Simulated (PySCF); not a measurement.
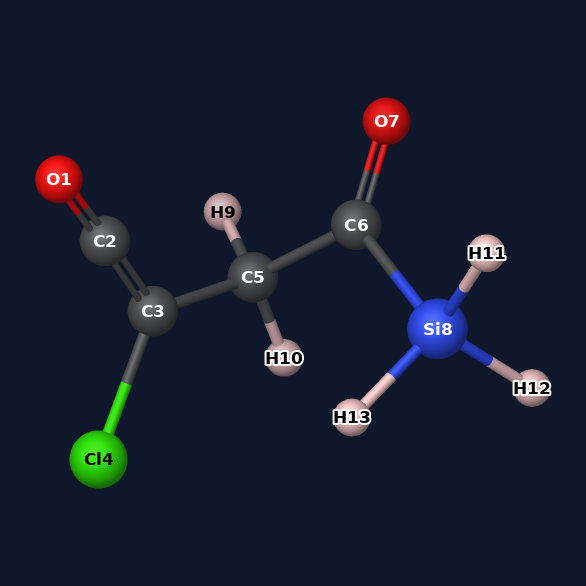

Computed geometry: GFN2-xTB optimisation. No frequency run is at hand to confirm it as a minimum. Electric field gradients from the ground-state density, PBE0/pcSseg-1 (PySCF 2.14.0), non-relativistic apart from any core potentials.

Give the largest field-gradient component, the quadrupole coupling constant and the asymmetry for 17O at O1 (Q = −25.6 mb), 35Cl at Cl4 (Q = −81.7 mb), 17O at O7 (Q = −25.6 mb).

```tsv
atom	V_zz (a.u.)	e²qQ/h (MHz)	η
O1	−1.226	7.37	0.51
Cl4	4.469	−85.8	0.04
O7	−2.088	12.56	0.60
```

The geometry is semi-empirical. Around Si such bond lengths and angles can be off by a tenth of an ångström or more and by several degrees, and values that hang on the shape move with them.
